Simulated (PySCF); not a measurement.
**C2H5BrSi2: electronic excitations**

Wanted: the electronic excitations of C2H5BrSi2 (`C#C[Si@@H]([SiH3])Br`), by calculation.

The runs use PySCF 2.14.0, with density-fitted response routines of our own; the level of theory stands in each step. All values are computed, except where a source is named. Atoms are numbered from 0 throughout.

### 1 The starting structure

10 atoms, charge 0, multiplicity 1; geometry from: GFN2-xTB.

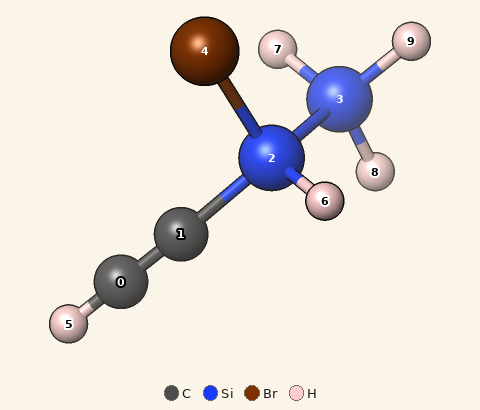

The starting geometry (carbon dark grey, silicon blue, bromine brown, hydrogen pink), atoms numbered; sticks join atoms by distance.

### 2 TDDFT and polarisability: wB97X-D/def2-SVPD

What the job is given:

```
{"job": {"kind": "uv", "xc": "wB97X-D", "basis": "def2-SVPD", "nstates": 8, "ntriplets": 3}, "charge": 0, "multiplicity": 1}
C     -2.401761    -1.247481     0.640180
C     -1.563656    -0.413159     0.421365
Si    -0.257463     0.834628     0.027765
Si     1.856047    -0.074341    -0.218659
Br    -0.965371     1.733009    -1.921832
H     -3.141044    -1.969583     0.838802
H     -0.455877     1.947464     0.958368
H      1.890272    -1.049492    -1.307492
H      2.215353    -0.736574     1.035684
H      2.832381     0.980181    -0.496709
```

Method: TDDFT wB97X-D/def2-SVPD, vertical, gas phase, core orbitals frozen in the response.

The run is started by

```bash
$ OMP_NUM_THREADS=1 python probes_run.py task.json out
```

This one command runs all jobs of the session in turn.

What it wrote:

```text
coarse grid: 42880 points
cycle   1  E = -3231.7649091883  dE = -7.985e-01  |g| = 3.681e-01  |ddm| = 6.525e+00
cycle   2  E = -3231.7923099553  dE = -2.740e-02  |g| = 2.469e-01  |ddm| = 1.551e+00
cycle   3  E = -3231.8110624997  dE = -1.875e-02  |g| = 3.539e-02  |ddm| = 5.953e-01
cycle   4  E = -3231.8113820145  dE = -3.195e-04  |g| = 1.237e-02  |ddm| = 1.713e-01
cycle   5  E = -3231.8114141157  dE = -3.210e-05  |g| = 3.846e-03  |ddm| = 7.243e-02
cycle   6  E = -3231.8114173529  dE = -3.237e-06  |g| = 2.119e-03  |ddm| = 1.061e-02
final grid: 86208 points
cycle   7  E = -3231.8116760602  dE =  2.038e-07  |g| = 3.272e-03  |ddm| = 1.695e-02
cycle   8  E = -3231.8116728057  dE =  3.255e-06  |g| = 4.909e-03  |ddm| = 1.035e-02
cycle   9  E = -3231.8116787376  dE = -5.932e-06  |g| = 9.723e-05  |ddm| = 6.513e-03
cycle  10  E = -3231.8116787431  dE = -5.523e-09  |g| = 4.756e-05  |ddm| = 4.107e-04
cycle  11  E = -3231.8116787444  dE = -1.239e-09  |g| = 8.268e-06  |ddm| = 1.645e-04
cycle  12  E = -3231.8116787444  dE = -6.548e-11  |g| = 3.756e-06  |ddm| = 3.182e-05
converged SCF energy = -3231.8116787444

Static polarisability (au): isotropic 99.422, principal 80.389 104.603 113.275

Singlet excitations
state   eV       nm        f      main configurations
  1   5.6715    218.6   0.00491   H->L 0.69, H-2->L 0.12
  2   5.9820    207.3   0.01368   H-1->L 0.64
  3   6.0794    203.9   0.01333   H-2->L 0.38, H->L 0.20, H-3->L 0.10
  4   6.2665    197.9   0.00498   H-1->L+1 0.35, H-3->L+1 0.27, H-2->L 0.14
  5   6.3301    195.9   0.02074   H-3->L 0.46, H-1->L 0.14, H-2->L 0.10
  6   6.9309    178.9   0.04681   H->L+1 0.65, H->L+2 0.17
  7   7.3027    169.8   0.11467   H->L+2 0.36, H->L+1 0.10, H-4->L 0.09
  8   7.3900    167.8   0.03508   H-1->L+1 0.28, H->L+2 0.27, H-3->L+1 0.17

Triplet excitations (Tamm-Dancoff, eV): 4.9698 5.2775 5.4676
```

It took 53 s on 1 thread of Arm Neoverse N1, shared host; peak memory 0.7 GiB.

Frontier orbitals and where they lie:

| orbital | eV | atoms |
| --- | --- | --- |
| HOMO−3 | -10.58 | C1 30 %, C0 29 %, Br4 24 % |
| HOMO−2 | -10.45 | Br4 34 %, C1 27 %, C0 26 % |
| HOMO−1 | -10.05 | Br4 63 %, C1 17 %, C0 15 % |
| HOMO | -9.84 | Br4 50 %, Si2 14 %, Si3 12 % |
| LUMO | 0.46 | Si2 28 %, Br4 22 %, C1 14 % |
| LUMO+1 | 1.19 | Si2 22 %, Si3 19 %, C1 19 % |
| LUMO+2 | 1.53 | Si3 30 %, Si2 21 %, H7 12 % |

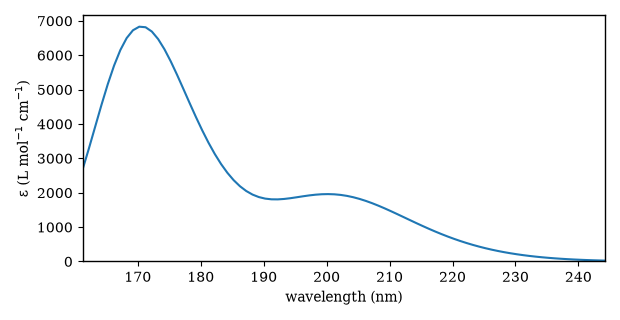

Absorption spectrum: each of the 8 states is a Gaussian band of 0.4 eV half-width at 1/e. Beyond the last state computed it falls off for lack of states.

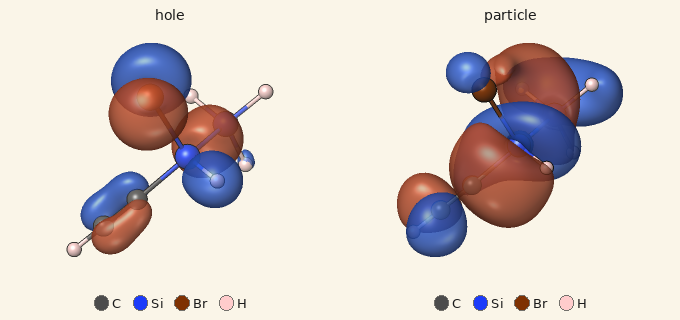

Leading natural transition orbitals of singlet state 7: the electron leaves the hole (left) for the particle orbital (right).

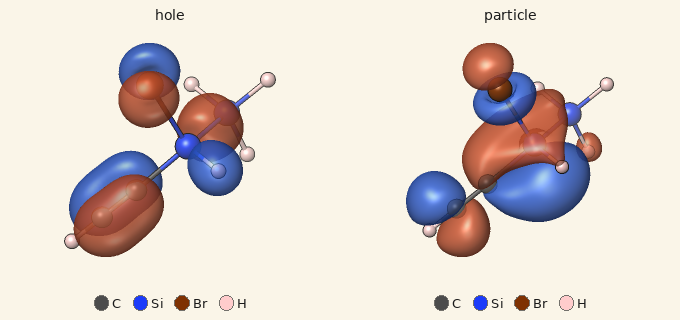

Leading natural transition orbitals of singlet state 1: the electron leaves the hole (left) for the particle orbital (right).

Further results of this job:

| property | computed |
| --- | --- |
| dipole moment (D) | 2.10 |
| polarisability (Å³) | 14.73 |
| HOMO–LUMO gap (eV) | 10.29 |
| −ε(HOMO) (eV) | 9.84 |

The fields below are evaluated on a grid from the run's orbitals.

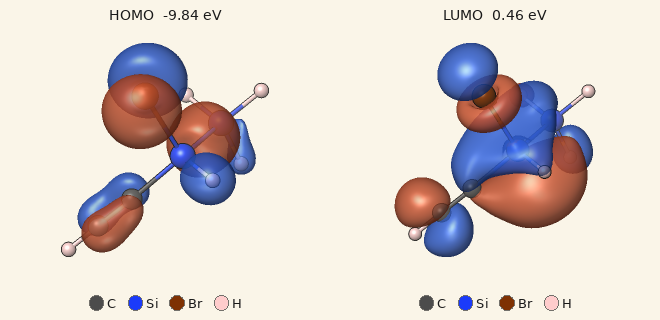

Frontier orbitals at wB97X-D/def2-SVPD; each surface holds 70 % of the orbital's density, blue and red mark the sign.

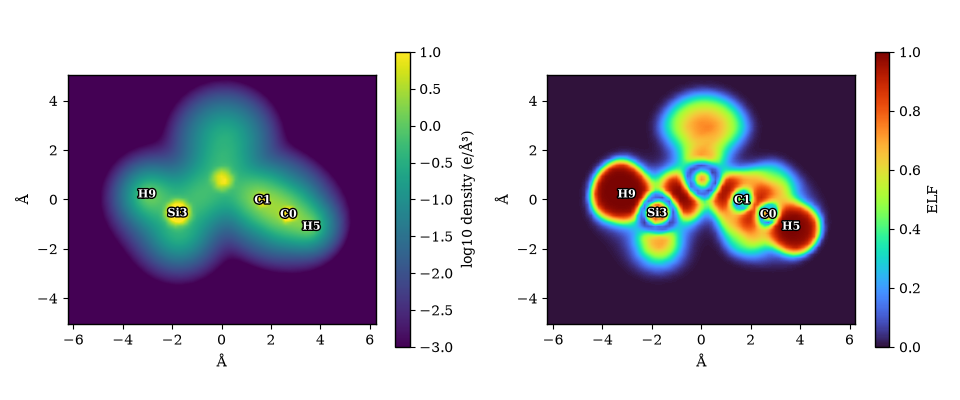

Density (left) and ELF (right) in a plane through or near 5 of the atoms.

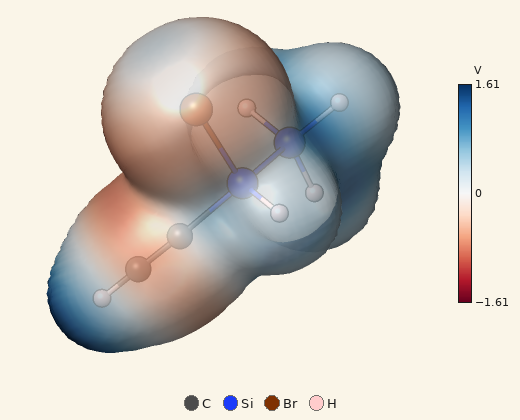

The potential that a unit positive charge feels on the 0.002 e/bohr³ surface, from -0.73 V near C1 to 1.61 V near H5.

### 3 What came out

```
                                quantity                        value
      lowest singlet (wB97X-D/def2-SVPD)  5.67 eV (219 nm), f = 0.005
brightest single state of those computed  state 7, 7.30 eV, f = 0.115
                          lowest triplet                      4.97 eV
   surface potential, least and greatest           -0.73 V and 1.61 V
```

In words: The lowest singlet, at 5.67 eV, is HOMO→LUMO 0.69, HOMO−2→LUMO 0.12 and is weak; of the 8 states computed, the strongest absorption comes from state 7 at 7.30 eV. The lowest triplet lies 0.70 eV below the lowest singlet (triplets in Tamm-Dancoff, singlets in full TDDFT).
